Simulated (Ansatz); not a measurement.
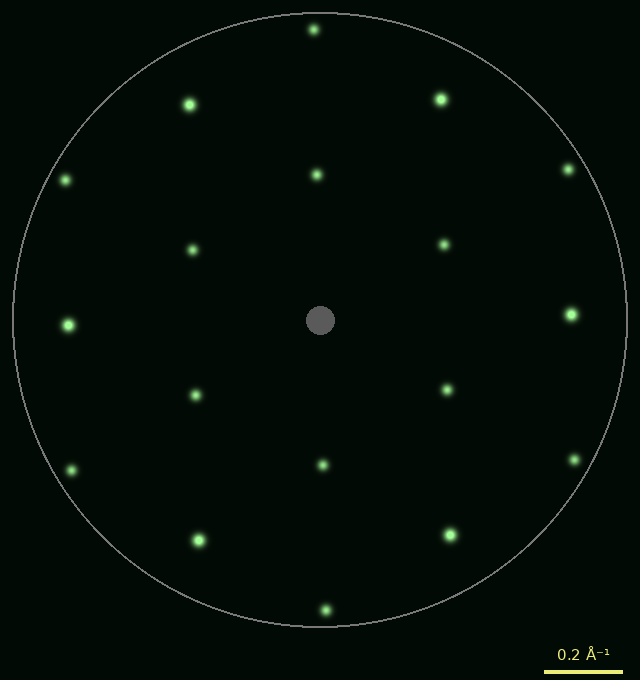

Simulated LEED pattern at 140 eV and normal incidence, from the upper face of a slab model. Spot positions follow from the surface net; brightness is a rough single-scattering estimate from the outer layers, good only for telling present from absent.

### Find the real-space surface cell from the pattern.

The spots form a hexagonal reciprocal net with shortest vectors 0.373 and 0.373 Å⁻¹ at 60.0°. The primitive real-space mesh has edges 3.10 and 3.10 Å at 60.0° (or its supplement) and area 8.3 Å².

The slab has composition CuH2 (3 atoms a cell, 0.0 Å thick). Structure: the input geometry of an electronic-structure calculation (not necessarily at equilibrium); the starting structure was generated, so it need not be a known form of this composition.

```xyz
3
Lattice="3.0991 0.0000 0.0000 -1.5496 2.6839 0.0000 0.0000 0.0000 24.2620" Properties=species:S:1:pos:R:3 pbc="T T T"
Cu    0.0000    0.0000    7.5000
H     0.0000    1.7893    7.4895
H     1.5496    0.8946    7.5105
```
